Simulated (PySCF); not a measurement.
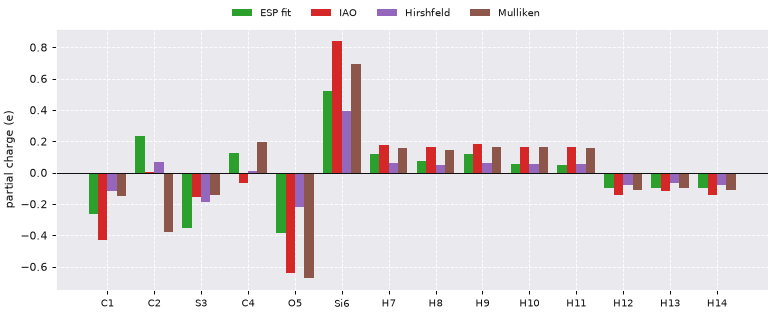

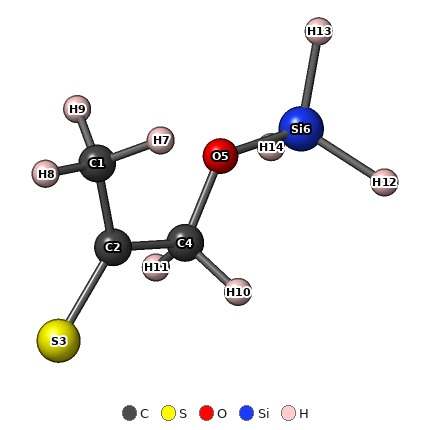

Atomic charges of C₃H₈OSSi, SMILES CC(=S)CO[SiH3] by 4 schemes, PBE0/pcSseg-1 (IEF-PCM dichloromethane) in PySCF 2.14.0, at a PBE0-D3(BJ)/def2-SVP geometry (no frequency check).

> Which atom is the most negative in each scheme?

ESP fit: O5 (−0.38 e); IAO: O5 (−0.64 e); Hirshfeld: O5 (−0.22 e); Mulliken: O5 (−0.67 e).

> On which atom do the schemes disagree most?

On C2: ESP fit 0.24, IAO 0.01, Hirshfeld 0.07, Mulliken −0.38 e.

Caveats: one conformer of a flexible molecule.
